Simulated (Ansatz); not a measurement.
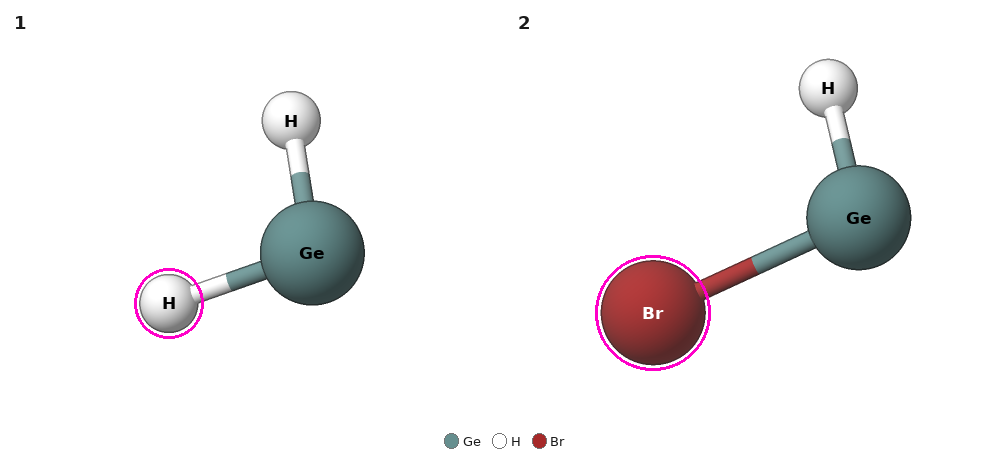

2 molecules with one skeleton, seen from the same side and at one scale; the atom that differs is circled. Charge 0, singlet. Computed geometries: PBE0-D4/def2-TZVP optimisations, one conformation each. Properties computed with Ansatz 0.2.0.

One atom differs, called X below: H in panel 1, Br in panel 2. Their formulas are GeH2 (`[GeH2]`), BrGeH (`[GeH][Br]`).

In which is the length of X–Ge larger (PBE0-D4/def2-TZVP)?

In panel 2 (X = Br).

In which is the harmonic zero-point energy higher (PBE0-D4/def2-TZVP)?

In panel 1 (X = H).

Give the values. With PBE0-D4/def2-TZVP: length of X–Ge (Å), angle X–Ge–H (°), dipole moment (D), harmonic zero-point energy (kJ/mol). With PBE0-D4/def2-QZVPP: HOMO energy (Kohn–Sham orbital) (eV), HOMO–LUMO gap (eV).

```json
{"quantity": "length of X–Ge (Å)", "1 (H)": "1.594", "2 (Br)": "2.339", "2 − 1": "+0.745"}
{"quantity": "angle X–Ge–H (°)", "1 (H)": "90.6", "2 (Br)": "93.3", "2 − 1": "+2.7"}
{"quantity": "dipole moment (D)", "1 (H)": "0.15", "2 (Br)": "1.72", "2 − 1": "+1.57"}
{"quantity": "harmonic zero-point energy (kJ/mol)", "1 (H)": "28.7", "2 (Br)": "17.4", "2 − 1": "−11.3"}
{"quantity": "HOMO energy (Kohn–Sham orbital) (eV)", "1 (H)": "−6.93", "2 (Br)": "−7.12", "2 − 1": "−0.19"}
{"quantity": "HOMO–LUMO gap (eV)", "1 (H)": "3.86", "2 (Br)": "3.96", "2 − 1": "+0.10"}
```
